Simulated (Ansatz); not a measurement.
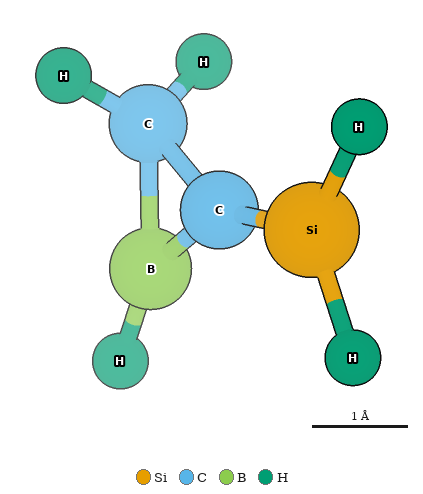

Fig. 1: The structure as given in the input (ball-and-stick view, seen at a tilt). Bond lengths as drawn: B–C 1.48 to 1.54 Å, B–H 1.18 Å, C–C 1.51 Å, C–H 1.09 Å, C–Si 1.69 Å and H–Si 1.48 Å.

**C$_{2}$H$_{5}$BSi: single-point calculation**

C$_{2}$H$_{5}$BSi, computed with RKS PBE0-D4/def2-TZVPP (Ansatz 0.2.0).

The geometry is a minimum found at another level. The geometry comes from this level: PBE0-D4/def2-TZVP.

Input
```yaml
crystal:
  periodic: [false, false, false]
  atoms:
    - {symbol: Si, position_ang: [-0.681697, 1.347659, -0.946076]}
    - {symbol: C, position_ang: [0.016267, 0.062627, -0.100579]}
    - {symbol: B, position_ang: [1.079651, -0.958233, -0.028443]}
    - {symbol: C, position_ang: [0.030472, -0.868436, 1.091735]}
    - {symbol: H, position_ang: [-0.113278, 1.817476, -2.227154]}
    - {symbol: H, position_ang: [-1.880615, 2.109446, -0.521543]}
    - {symbol: H, position_ang: [2.038819, -1.463395, -0.503444]}
    - {symbol: H, position_ang: [-0.771541, -1.603861, 1.170940]}
    - {symbol: H, position_ang: [0.281931, -0.443304, 2.064553]}
basis:
  gaussian: {orbitals: def2-TZVPP}
hamiltonian: {xc: pbe0, dispersion: d4}
output: {orbitals: {seedname: orbitals}}
```

Command:
```bash
ansatz run in.yaml --threads 2 --pin off --events-out ev --progress --plain --max-ram 4352MiB
```

Output
```
Functional definition: PBE0
  name "PBE0"
  cite "Adamo & Barone, J. Chem. Phys. 110, 6158 (1999) doi:10.1063/1.478522"
  cite "Perdew, Burke & Ernzerhof, Phys. Rev. Lett. 77, 3865 (1996) doi:10.1103/PhysRevLett.77.3865"
  parent pbe
  parameter a = 0.25
  parameter kappa = 0.804
  parameter beta = 0.06672455060314922
  exchange = (1 - a)*pbe_x(kappa = kappa, mu = beta*pi^2/3) + a*exact_x
  correlation = pbe_c(beta = beta)
1115 factors; their error is unknown
mean field evaluation 1: about -10688.0130 eV, gradient 6.9e1 eV
mean field evaluation 2: about -10633.8006 eV, gradient 1.4e2 eV
mean field evaluation 4: about -10699.8614 eV, gradient 1.3e1 eV
mean field evaluation 8: about -10700.4580 eV, gradient 8.1e-2 eV
mean field evaluation 16: about -10700.4719 eV, gradient 7.1e-5 eV
mean field -10700.47186203 eV, -393.2350878891 hartree, gradient 7.1e-5 eV, S^2 0.000000; 0 other end points of the search recorded, 0 dependent functions left out
reference -10700.47189660 eV, -393.2350891595 hartree; 18, 18 occupied and 187, 187 virtual orbitals, 1115 factors
Total energy: -10700.62347876 eV, -393.2406597013 hartree
```

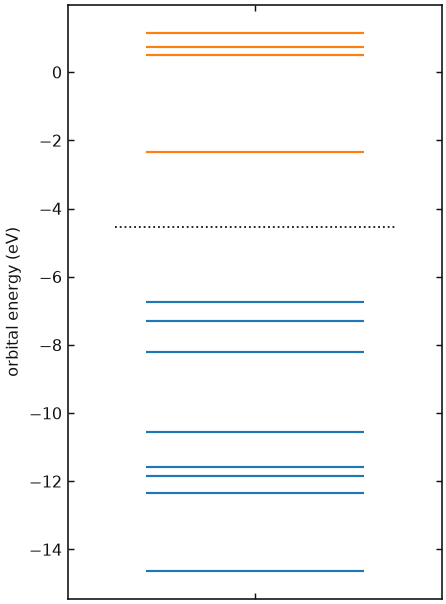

Fig. 2: Orbital energies near the frontier; the dotted line parts filled from empty levels, and levels within 0.02 eV of each other stand side by side. Highest filled −6.75 eV, lowest empty −2.33 eV, 4.42 eV apart.

Key numbers

| quantity | value |
| --- | --- |
| outcome | converged |
| total energy | −10700.6235 eV |
| mean-field energy | −10700.4719 eV |
| dispersion energy | −0.1516 eV |
| SCF solution under orbital rotations | stable |
| HOMO | −6.75 eV |
| LUMO | −2.33 eV |
| hardware | 2 threads of Arm Neoverse V1, 23 GiB of memory available, shared host |
| wall time | 3.3 s (CPU time 6.3 s) |
| peak memory | 0.37 GiB |
